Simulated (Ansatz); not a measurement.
**Equilibrium of C2H2F2 ⇌ C2HF + HF at process temperatures**

Species: C2H2F2 (vinylidene fluoride) `C=C(F)F`, singlet; C2HF `C#CF`, singlet; HF (hydrogen fluoride), singlet. This is a balance of energies; it says nothing on the path, which may need atoms to shift.

The electronic reaction energy at CCSD(T)/CBS estimate is +192.3 kJ/mol. Shapes: PBE0-D4/def2-TZVP. Programs: Ansatz 0.2.0. Enthalpy and entropy come from rigid-rotor, harmonic-oscillator sums on unscaled PBE0-D4/def2-TZVP wavenumbers, ideal gases at 1 bar. Symmetry numbers: C2H2F2 2, C2HF 1, HF 1. R = 8.3145 J/(mol K).

```
T (K)  ΔH (kJ/mol)  ΔS (J/(mol K))
  300       +181.9          +138.2
  500       +184.9          +146.3
  700            ?               ?
```

**Question.** Work out ln K at 300 and 500 K, and from these estimate it at 700 K.

**Answer.** 
1. 300 K: ΔG = +181.9 − 300 × (+138.2)/1000 = +140.4 kJ/mol; ln K = −ΔG/RT = -56.29.
2. 500 K: ΔG = +184.9 − 500 × (+146.3)/1000 = +111.8 kJ/mol; ln K = −ΔG/RT = -26.89.
3. Slope against 1000/T: (-26.89 − (-56.29))/(2.0000 − 3.3333) = -22.05, that is −ΔH/R with ΔH near +183 kJ/mol.
4. 700 K: ln K = -56.29 + (-22.05) × (1.4286 − 3.3333) = -14.29.

The full sums give ΔH = +186.0 kJ/mol, ΔS = +148.2 J/(mol K), ΔG = +82.3 kJ/mol and ln K = -14.14 at 700 K, so the line is off by -0.15 in ln K; without rounding the miss is -0.15, from the change of ΔH with temperature. The reactants are favoured over this whole range. The number of molecules rises, which sets the sign of ΔS, and lower pressure favours the products. An error of 10 kJ/mol in the energy moves ln K by 1.7 at 700 K. The CBS estimate extrapolates MP2 from def2-TZVPP and def2-QZVPP and adds CCSD(T) − MP2 in the triple-zeta set, cores frozen.

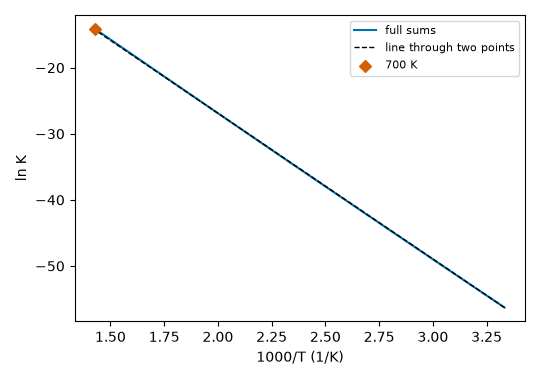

The van 't Hoff plot.
